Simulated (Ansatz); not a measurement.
# BH3 + SiH4O: a complex and its separated parts

The complex below is one end of an elementary step. How strongly is it bound against its free parts?

Method: PBE0-D4/def2-TZVP structures, single points in def2-TZVPP, no counterpoise correction; program: Ansatz 0.2.0, Gaussian basis.

Levels: SPW92, PBE-D4, BLYP-D4, r2SCAN-D4, B97M-V, PBE0-D4, B3LYP-D4, r2SCAN0-D4, BHLYP-D4, CAM-B3LYP-D4, wB97X-V, wB97M-V, B2PLYP, PBE-QIDH, RPA on PBE, Hartree-Fock, MP2, CCSD, CCSD(T).

Correlated methods freeze the cores. B3LYP uses VWN-RPA correlation. B2PLYP carries no dispersion term here.

78 further runs of the same task are left out: 78 set aside as unsound or not needed.

## 1. The starting structure

The complex: 10 atoms, charge 0, spin multiplicity 1.

Atoms are counted from 1 here; the program's logs count them from 0.

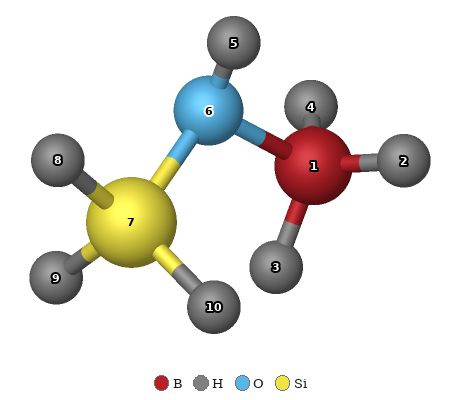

Start geometry, drawn with boron red, hydrogen grey, oxygen blue, silicon yellow; atoms are numbered from 1 in the order of the file.

As a file:

```xyz
10
BH7OSi
B    -0.8266    0.4876   -1.0540
H    -0.0794    1.1136   -1.7668
H    -0.7409   -0.7184   -1.2009
H    -1.9544    0.8976   -0.9738
H     0.1550    1.5163    0.6568
O    -0.1904    0.6410    0.4649
Si    0.7273   -0.7329    0.8618
H     1.4310   -0.3462    2.1123
H    -0.2261   -1.8288    1.1036
H     1.7047   -1.0298   -0.2039
```

Its parts: BH3 holds atoms 1, 2, 3, 4; SiH4O holds atoms 5, 6, 7, 8, 9, 10. Each part counts its atoms afresh in its own runs.

## 2. Relaxing BH3 alone

Input file relax-a/in.yaml:

```yaml
crystal:
  periodic: [false, false, false]
  atoms:
    - {symbol: B, position_ang: [-0.826642, 0.487571, -1.053993]}
    - {symbol: H, position_ang: [-0.079422, 1.113565, -1.766790]}
    - {symbol: H, position_ang: [-0.740942, -0.718366, -1.200942]}
    - {symbol: H, position_ang: [-1.954417, 0.897648, -0.973760]}
basis:
  gaussian: {orbitals: def2-TZVP}
hamiltonian: {xc: pbe0, dispersion: d4}
relax: {f_tol: 0.005, max_steps: 200}
```

The run is started by

```sh
> ansatz run in.yaml --threads 2 --pin off --events-out ev --progress --plain --max-ram 4352MiB
```

The log of the run, shortened:

```text
Functional definition: PBE0
  name "PBE0"
  cite "Adamo & Barone, J. Chem. Phys. 110, 6158 (1999) doi:10.1063/1.478522"
  cite "Perdew, Burke & Ernzerhof, Phys. Rev. Lett. 77, 3865 (1996) doi:10.1103/PhysRevLett.77.3865"
  parent pbe
[...]
301 factors; their error is unknown
[...]
mean field -722.42797021 eV, -26.5487382260 hartree, gradient 3.0e-5 eV, S^2 0.000000; 0 other end points of the search recorded, 0 dependent functions left out
[...]
reference -722.42799575 eV, -26.5487391645 hartree; 4, 4 occupied and 45, 45 virtual orbitals, 301 factors
[...]
301 factors; their error is unknown
mean field -722.89234610 eV, -26.5658037253 hartree, gradient 4.7e-5 eV, S^2 0.000000; 1 other end points of the search recorded, 0 dependent functions left out
[...]
reference -722.89237140 eV, -26.5658046547 hartree; 4, 4 occupied and 45, 45 virtual orbitals, 301 factors
Total energy: -722.90589407 eV, -26.5663016039 hartree
Atom 0 at    -0.900357     0.445108    -1.248870 Å, force     0.000025    -0.000061    -0.000015 eV/Å
Atom 1 at    -0.046965     1.142250    -1.707230 Å, force     0.000006     0.000065    -0.000008 eV/Å
Atom 2 at    -0.714485    -0.728145    -1.133517 Å, force    -0.000002    -0.000055     0.000015 eV/Å
Atom 3 at    -1.939616     0.921205    -0.905868 Å, force    -0.000030     0.000050     0.000009 eV/Å
Dipole moment:    -0.000001     0.000001     0.000001 e Å
```

It took 1.1 s on 2 threads of Arm Neoverse V2, shared host.

The steps of the relaxation:

| step | energy from step 1 (eV) | largest force component (eV/Å) |
| --- | --- | --- |
| 1 | 0.0000 | 3.0348 |
| 2 | -0.4340 | 0.6696 |
| 3 | -0.4637 | 0.0986 |
| 4 | -0.4643 | 0.0071 |
| 5 | -0.4643 | 0.0001 |

Distances of close pairs at the start and the end, largest changes first:

| bond | before (Å) | after (Å) | change (Å) |
| --- | --- | --- | --- |
| B1–H3 | 1.218 | 1.193 | -0.024 |
| B1–H2 | 1.208 | 1.193 | -0.014 |
| B1–H4 | 1.203 | 1.193 | -0.009 |

## 3. Relaxing SiH4O alone

Input file relax-b/in.yaml:

```yaml
crystal:
  periodic: [false, false, false]
  atoms:
    - {symbol: H, position_ang: [0.155043, 1.516264, 0.656762]}
    - {symbol: O, position_ang: [-0.190358, 0.640973, 0.464907]}
    - {symbol: Si, position_ang: [0.727258, -0.732934, 0.861775]}
    - {symbol: H, position_ang: [1.431014, -0.346240, 2.112302]}
    - {symbol: H, position_ang: [-0.226114, -1.828827, 1.103562]}
    - {symbol: H, position_ang: [1.704679, -1.029754, -0.203922]}
basis:
  gaussian: {orbitals: def2-TZVP}
hamiltonian: {xc: pbe0, dispersion: d4}
relax: {f_tol: 0.005, max_steps: 200}
```

The run is started by

```sh
> ansatz run in.yaml --threads 2 --pin off --events-out ev --progress --plain --max-ram 4352MiB
```

The log of the run, shortened:

```text
[... 5 set-up lines as earlier in the session ...]
[...]
595 factors; their error is unknown
[...]
mean field -9986.14215241 eV, -366.9839552509 hartree, gradient 4.6e-5 eV, S^2 0.000000; 0 other end points of the search recorded, 0 dependent functions left out
[...]
Atom 2 at     0.709031    -0.668030     0.914337 Å, force    -0.000066    -0.000192     0.000048 eV/Å
Atom 3 at     1.483916    -0.474360     2.170939 Å, force     0.000059    -0.000019     0.000017 eV/Å
Atom 4 at    -0.212596    -1.816944     1.063832 Å, force    -0.000113    -0.000050     0.000020 eV/Å
Atom 5 at     1.678247    -0.936686    -0.183585 Å, force     0.000118     0.000029    -0.000037 eV/Å
Dipole moment:     0.212148     0.185426    -0.018702 e Å
```

Run time: 9 s. Hardware: 2 threads of Arm Neoverse V2, shared host.

The steps of the relaxation: (the energy doesn't fall at every step)

| step | energy from step 1 (eV) | largest force component (eV/Å) |
| --- | --- | --- |
| 1 | 0.0000 | 1.9905 |
| 2 | -0.0677 | 0.7452 |
| 3 | -0.0845 | 0.0990 |
| 4 | -0.0904 | 0.1281 |
| 5 | 0.1248 | 3.1006 |
| 6 | -0.0913 | 0.0183 |
| 7 | -0.0907 | 0.2069 |
| 8 | -0.0913 | 0.0044 |
| 9 | -0.0913 | 0.0078 |
| 10 | -0.0913 | 0.0076 |
| 11 | -0.0913 | 0.0016 |

Distances of close pairs at the start and the end, largest changes first:

| bond | before (Å) | after (Å) | change (Å) |
| --- | --- | --- | --- |
| O2–Si3 | 1.699 | 1.648 | -0.051 |
| Si3–H6 | 1.476 | 1.489 | +0.013 |
| Si3–H5 | 1.473 | 1.480 | +0.008 |
| Si3–H4 | 1.486 | 1.489 | +0.003 |
| H1–O2 | 0.960 | 0.958 | -0.003 |

## 4. SPW92/def2-TZVPP

Input file parta/in.yaml:

```yaml
crystal:
  periodic: [false, false, false]
  atoms:
    - {symbol: B, position_ang: [-0.900357, 0.445108, -1.248870]}
    - {symbol: H, position_ang: [-0.046965, 1.142250, -1.707230]}
    - {symbol: H, position_ang: [-0.714485, -0.728145, -1.133517]}
    - {symbol: H, position_ang: [-1.939616, 0.921205, -0.905868]}
basis:
  gaussian: {orbitals: def2-TZVPP}
hamiltonian: {xc: lda}
```

Input file partb/in.yaml:

```yaml
crystal:
  periodic: [false, false, false]
  atoms:
    - {symbol: H, position_ang: [0.185998, 1.480812, 0.449867]}
    - {symbol: O, position_ang: [-0.243074, 0.634690, 0.579996]}
    - {symbol: Si, position_ang: [0.709031, -0.668030, 0.914337]}
    - {symbol: H, position_ang: [1.483916, -0.474360, 2.170939]}
    - {symbol: H, position_ang: [-0.212596, -1.816944, 1.063832]}
    - {symbol: H, position_ang: [1.678247, -0.936686, -0.183585]}
basis:
  gaussian: {orbitals: def2-TZVPP}
hamiltonian: {xc: lda}
```

The same command starts each run, in its folder.

The run is started by

```sh
> ansatz run in.yaml --threads 2 --pin off --events-out ev --progress --plain --max-ram 4352MiB
```

Log of parta, shortened:

```text
Functional definition: SPW92
  name "SPW92"
  cite "Dirac, Proc. Camb. Phil. Soc. 26, 376 (1930) doi:10.1017/S0305004100016108"
  cite "Slater, Phys. Rev. 81, 385 (1951) doi:10.1103/PhysRev.81.385"
  cite "Perdew & Wang, Phys. Rev. B 45, 13244 (1992) doi:10.1103/PhysRevB.45.13244"
[...]
346 factors; their error is unknown
[...]
mean field -714.90424922 eV, -26.2722465795 hartree, gradient 5.7e-5 eV, S^2 0.000000; 0 other end points of the search recorded, 0 dependent functions left out
reference -714.90428162 eV, -26.2722477699 hartree; 4, 4 occupied and 69, 69 virtual orbitals, 346 factors
Total energy: -714.90428162 eV, -26.2722477699 hartree
```

Log of partb, shortened:

```text
[... 5 set-up lines as earlier in the session ...]
[...]
675 factors; their error is unknown
[...]
mean field -9944.57254875 eV, -365.4563004931 hartree, gradient 2.9e-5 eV, S^2 0.000000; 0 other end points of the search recorded, 0 dependent functions left out
reference -9944.57258009 eV, -365.4563016448 hartree; 13, 13 occupied and 116, 116 virtual orbitals, 675 factors
Total energy: -9944.57258009 eV, -365.4563016448 hartree
```

Times: 0.15 s (parta), 0.45 s (partb) on 2 threads of Arm Neoverse V2, shared host.

## 5. PBE-D4/def2-TZVPP

Each input of step 4 (parta, partb) changes in the same lines:

```diff
-hamiltonian: {xc: lda}
+hamiltonian: {xc: pbe, dispersion: d4}
```

One command serves all of them, each in its own folder.

The run is started by

```sh
> ansatz run in.yaml --threads 2 --pin off --events-out ev --progress --plain --max-ram 4352MiB
```

Output in parta, shortened:

```text
Functional definition: PBE
  name "PBE"
[... 2 set-up lines as earlier in the session ...]
[...]
346 factors; their error is unknown
[...]
mean field -722.54091293 eV, -26.5528887945 hartree, gradient 6.7e-6 eV, S^2 0.000000; 0 other end points of the search recorded, 0 dependent functions left out
reference -722.54094711 eV, -26.5528900504 hartree; 4, 4 occupied and 69, 69 virtual orbitals, 346 factors
Total energy: -722.55768912 eV, -26.5535053080 hartree
```

partb printed, shortened:

```text
[... 4 set-up lines as earlier in the session ...]
[...]
675 factors; their error is unknown
[...]
mean field -9985.38611980 eV, -366.9561715647 hartree, gradient 4.1e-5 eV, S^2 0.000000; 0 other end points of the search recorded, 0 dependent functions left out
reference -9985.38615333 eV, -366.9561727971 hartree; 13, 13 occupied and 116, 116 virtual orbitals, 675 factors
Total energy: -9985.45064187 eV, -366.9585427073 hartree
```

Wall times: 0.25 s (parta), 0.75 s (partb) on 2 threads of Arm Neoverse V2, shared host.

## 6. BLYP-D4/def2-TZVPP

Each input of step 5 (parta, partb) changes in the same lines:

```diff
-hamiltonian: {xc: pbe, dispersion: d4}
+hamiltonian: {xc: {name: BLYP}, dispersion: d4}
```

Each run has its own folder and the same command.

The run is started by

```sh
> ansatz run in.yaml --threads 2 --pin off --events-out ev --progress --plain --max-ram 4352MiB
```

Output in parta, shortened:

```text
Functional definition: BLYP
  name "BLYP"
  cite "Becke, Phys. Rev. A 38, 3098 (1988) doi:10.1103/PhysRevA.38.3098"
  cite "Lee, Yang & Parr, Phys. Rev. B 37, 785 (1988) doi:10.1103/PhysRevB.37.785"
[...]
346 factors; their error is unknown
[...]
mean field -723.59521151 eV, -26.5916335527 hartree, gradient 4.4e-6 eV, S^2 0.000000; 0 other end points of the search recorded, 0 dependent functions left out
reference -723.59547648 eV, -26.5916432899 hartree; 4, 4 occupied and 69, 69 virtual orbitals, 346 factors
Total energy: -723.63535106 eV, -26.5931086538 hartree
```

Log of partb, shortened:

```text
[... 4 set-up lines as earlier in the session ...]
[...]
675 factors; their error is unknown
[...]
mean field -9991.38837650 eV, -367.1767504302 hartree, gradient 3.1e-5 eV, S^2 0.000000; 0 other end points of the search recorded, 0 dependent functions left out
reference -9991.38865832 eV, -367.1767607868 hartree; 13, 13 occupied and 116, 116 virtual orbitals, 675 factors
Total energy: -9991.53676887 eV, -367.1822037491 hartree
```

Wall times: 0.3 s (parta), 0.75 s (partb) on 2 threads of Arm Neoverse V2, shared host.

## 7. r2SCAN-D4/def2-TZVPP

The same edit goes into each in.yaml of step 6 (parta, partb):

```diff
-hamiltonian: {xc: {name: BLYP}, dispersion: d4}
+hamiltonian: {xc: r2scan, dispersion: d4}
```

Each run has its own folder and the same command.

The run is started by

```sh
> ansatz run in.yaml --threads 2 --pin off --events-out ev --progress --plain --max-ram 4352MiB
```

parta printed, shortened:

```text
Functional definition: r2SCAN
  name "r2SCAN"
  cite "Furness, Kaplan, Ning, Perdew & Sun, J. Phys. Chem. Lett. 11, 8208 (2020) doi:10.1021/acs.jpclett.0c02405"
  cite "Furness, Kaplan, Ning, Perdew & Sun, J. Phys. Chem. Lett. 11, 9248 (2020) doi:10.1021/acs.jpclett.0c03077"
  parent r2scan
[...]
346 factors; their error is unknown
[...]
mean field -723.45165907 eV, -26.5863580977 hartree, gradient 7.4e-5 eV, S^2 0.000000; 0 other end points of the search recorded, 0 dependent functions left out
reference -723.45166963 eV, -26.5863584856 hartree; 4, 4 occupied and 69, 69 virtual orbitals, 346 factors
Total energy: -723.45554275 eV, -26.5865008202 hartree
```

partb printed, shortened:

```text
[... 5 set-up lines as earlier in the session ...]
[...]
675 factors; their error is unknown
[...]
mean field -9990.14276417 eV, -367.1309750214 hartree, gradient 2.4e-5 eV, S^2 0.000000; 0 other end points of the search recorded, 0 dependent functions left out
reference -9990.14277459 eV, -367.1309754040 hartree; 13, 13 occupied and 116, 116 virtual orbitals, 675 factors
Total energy: -9990.15740869 eV, -367.1315131975 hartree
```

They took 0.55 s (parta), 1.4 s (partb) on 2 threads of Arm Neoverse V2, shared host.

## 8. B97M-V/def2-TZVPP

The same edit goes into each in.yaml of step 7 (parta, partb):

```diff
-hamiltonian: {xc: r2scan, dispersion: d4}
+hamiltonian: {xc: {name: B97M-V}}
```

Each run has its own folder and the same command.

The run is started by

```sh
> ansatz run in.yaml --threads 2 --pin off --events-out ev --progress --plain --max-ram 4352MiB
```

Log of parta, shortened:

```text
Functional definition: B97M-V
  name "B97M-V"
  cite "Mardirossian & Head-Gordon, J. Chem. Phys. 142, 074111 (2015) doi:10.1063/1.4907719"
  cite "Becke, J. Chem. Phys. 107, 8554 (1997) doi:10.1063/1.475007"
  cite "Vydrov & Van Voorhis, J. Chem. Phys. 133, 244103 (2010) doi:10.1063/1.3521275"
  # Of w^i u^j: cxij and so on, Table III.
[...]
  gx(w, u) = cx00 + cx01*u + cx02*u^2 + (cx10 + cx11*u)*w
[...]
  gos(w, u) = cos00 + cos01*u + cos03*u^3 + cos10*w + cos32*w^3*u^2
[...]
      + integral(e_c_pw_mod_opposite_spin*gos(b97_w_opposite, b97_u_opposite)) + vv10(b, c)
346 factors; their error is unknown
[...]
mean field -724.35612580 eV, -26.6195966370 hartree, gradient 9.8e-6 eV, S^2 0.000000; 0 other end points of the search recorded, 0 dependent functions left out
reference -724.35617726 eV, -26.6195985280 hartree; 4, 4 occupied and 69, 69 virtual orbitals, 346 factors
Total energy: -724.35617726 eV, -26.6195985280 hartree
```

Log of partb, shortened:

```text
[... 5 set-up lines as earlier in the session ...]
  # Of w^i u^j: cxij and so on, Table III.
[...]
  gx(w, u) = cx00 + cx01*u + cx02*u^2 + (cx10 + cx11*u)*w
[...]
  gos(w, u) = cos00 + cos01*u + cos03*u^3 + cos10*w + cos32*w^3*u^2
[...]
      + integral(e_c_pw_mod_opposite_spin*gos(b97_w_opposite, b97_u_opposite)) + vv10(b, c)
675 factors; their error is unknown
[...]
mean field -9989.26357493 eV, -367.0986654127 hartree, gradient 7.0e-5 eV, S^2 0.000000; 0 other end points of the search recorded, 0 dependent functions left out
reference -9989.26362710 eV, -367.0986673299 hartree; 13, 13 occupied and 116, 116 virtual orbitals, 675 factors
Total energy: -9989.26362710 eV, -367.0986673299 hartree
```

Times: 0.75 s (parta), 3 s (partb) on 2 threads of Arm Neoverse V2, shared host.

## 9. PBE0-D4/def2-TZVPP

Each input of step 8 (parta, partb) changes in the same lines:

```diff
-hamiltonian: {xc: {name: B97M-V}}
+hamiltonian: {xc: pbe0, dispersion: d4}
+output: {orbitals: {seedname: orbitals}}
```

One command serves all of them, each in its own folder.

The run is started by

```sh
> ansatz run in.yaml --threads 2 --pin off --events-out ev --progress --plain --max-ram 4352MiB
```

Log of parta, shortened:

```text
[... 5 set-up lines as earlier in the session ...]
[...]
346 factors; their error is unknown
[...]
mean field -722.90609484 eV, -26.5663089821 hartree, gradient 6.7e-5 eV, S^2 0.000000; 0 other end points of the search recorded, 0 dependent functions left out
reference -722.90611999 eV, -26.5663099063 hartree; 4, 4 occupied and 69, 69 virtual orbitals, 346 factors
Total energy: -722.91964267 eV, -26.5668068555 hartree
```

Output in partb, shortened:

```text
[... 5 set-up lines as earlier in the session ...]
[...]
678 factors; their error is unknown
[...]
mean field -9986.29142024 eV, -366.9894407422 hartree, gradient 1.5e-5 eV, S^2 0.000000; 0 other end points of the search recorded, 0 dependent functions left out
reference -9986.29144533 eV, -366.9894416645 hartree; 13, 13 occupied and 116, 116 virtual orbitals, 678 factors
Total energy: -9986.34444424 eV, -366.9913893383 hartree
```

Times: 0.25 s (parta), 0.85 s (partb) on 2 threads of Arm Neoverse V2, shared host.

## 10. B3LYP-D4/def2-TZVPP

Each input of step 9 (parta, partb) changes in the same lines:

```diff
-hamiltonian: {xc: pbe0, dispersion: d4}
-output: {orbitals: {seedname: orbitals}}
+hamiltonian: {xc: {name: B3LYP}, dispersion: d4}
```

One command serves all of them, each in its own folder.

The run is started by

```sh
> ansatz run in.yaml --threads 2 --pin off --events-out ev --progress --plain --max-ram 4352MiB
```

Log of parta, shortened:

```text
Functional definition: B3LYP
  name "B3LYP"
  cite "Stephens, Devlin, Chabalowski & Frisch, J. Phys. Chem. 98, 11623 (1994) doi:10.1021/j100096a001"
[... 2 set-up lines as earlier in the session ...]
  cite "Vosko, Wilk & Nusair, Can. J. Phys. 58, 1200 (1980) doi:10.1139/p80-159"
[...]
346 factors; their error is unknown
[...]
mean field -724.48943891 eV, -26.6244958035 hartree, gradient 1.4e-5 eV, S^2 0.000000; 0 other end points of the search recorded, 0 dependent functions left out
reference -724.48963444 eV, -26.6245029891 hartree; 4, 4 occupied and 69, 69 virtual orbitals, 346 factors
Total energy: -724.51653848 eV, -26.6254916942 hartree
```

Log of partb, shortened:

```text
[... 6 set-up lines as earlier in the session ...]
[...]
678 factors; their error is unknown
[...]
mean field -9992.74275312 eV, -367.2265228530 hartree, gradient 2.1e-5 eV, S^2 0.000000; 0 other end points of the search recorded, 0 dependent functions left out
reference -9992.74296296 eV, -367.2265305643 hartree; 13, 13 occupied and 116, 116 virtual orbitals, 678 factors
Total energy: -9992.84765234 eV, -367.2303778280 hartree
```

Wall times: 0.25 s (parta), 0.9 s (partb) on 2 threads of Arm Neoverse V2, shared host.

## 11. r2SCAN0-D4/def2-TZVPP

The same edit goes into each in.yaml of step 10 (parta, partb):

```diff
-hamiltonian: {xc: {name: B3LYP}, dispersion: d4}
+hamiltonian: {xc: {name: r2SCAN0}, dispersion: d4}
```

Each run has its own folder and the same command.

The run is started by

```sh
> ansatz run in.yaml --threads 2 --pin off --events-out ev --progress --plain --max-ram 4352MiB
```

Log of parta, shortened:

```text
Functional definition: r2SCAN0
  name "r2SCAN0"
  cite "Bursch, Neugebauer, Ehlert & Grimme, J. Chem. Phys. 156, 134105 (2022) doi:10.1063/5.0086040"
[... 3 set-up lines as earlier in the session ...]
[...]
346 factors; their error is unknown
[...]
mean field -723.48218055 eV, -26.5874797413 hartree, gradient 2.3e-5 eV, S^2 0.000000; 0 other end points of the search recorded, 0 dependent functions left out
reference -723.48218888 eV, -26.5874800476 hartree; 4, 4 occupied and 69, 69 virtual orbitals, 346 factors
Total energy: -723.48656689 eV, -26.5876409365 hartree
```

partb printed, shortened:

```text
[... 6 set-up lines as earlier in the session ...]
[...]
678 factors; their error is unknown
[...]
mean field -9989.76145311 eV, -367.1169620984 hartree, gradient 1.4e-5 eV, S^2 0.000000; 0 other end points of the search recorded, 0 dependent functions left out
reference -9989.76146139 eV, -367.1169624025 hartree; 13, 13 occupied and 116, 116 virtual orbitals, 678 factors
Total energy: -9989.77848907 eV, -367.1175881584 hartree
```

Times: 0.55 s (parta), 1.6 s (partb) on 2 threads of Arm Neoverse V2, shared host.

## 12. BHLYP-D4/def2-TZVPP

Each input of step 11 (parta, partb) changes in the same lines:

```diff
-hamiltonian: {xc: {name: r2SCAN0}, dispersion: d4}
+hamiltonian: {xc: {name: BHLYP}, dispersion: d4}
```

The same command starts each run, in its folder.

The run is started by

```sh
> ansatz run in.yaml --threads 2 --pin off --events-out ev --progress --plain --max-ram 4352MiB
```

parta printed, shortened:

```text
Functional definition: BHLYP
  name "BHLYP"
  cite "Becke, J. Chem. Phys. 98, 1372 (1993) doi:10.1063/1.464304"
[... 2 set-up lines as earlier in the session ...]
[...]
386 factors; their error is unknown
[...]
mean field -723.85429975 eV, -26.6011548697 hartree, gradient 7.1e-5 eV, S^2 0.000000; 0 other end points of the search recorded, 0 dependent functions left out
reference -723.85443009 eV, -26.6011596596 hartree; 4, 4 occupied and 69, 69 virtual orbitals, 386 factors
Total energy: -723.87153073 eV, -26.6017880966 hartree
```

Log of partb, shortened:

```text
[... 5 set-up lines as earlier in the session ...]
[...]
723 factors; their error is unknown
[...]
mean field -9991.01754517 eV, -367.1631226302 hartree, gradient 3.1e-5 eV, S^2 0.000000; 0 other end points of the search recorded, 0 dependent functions left out
reference -9991.01768683 eV, -367.1631278361 hartree; 13, 13 occupied and 116, 116 virtual orbitals, 723 factors
Total energy: -9991.09247881 eV, -367.1658763906 hartree
```

They took 0.25 s (parta), 0.85 s (partb) on 2 threads of Arm Neoverse V2, shared host.

(Part 1 of 2 ends here.)
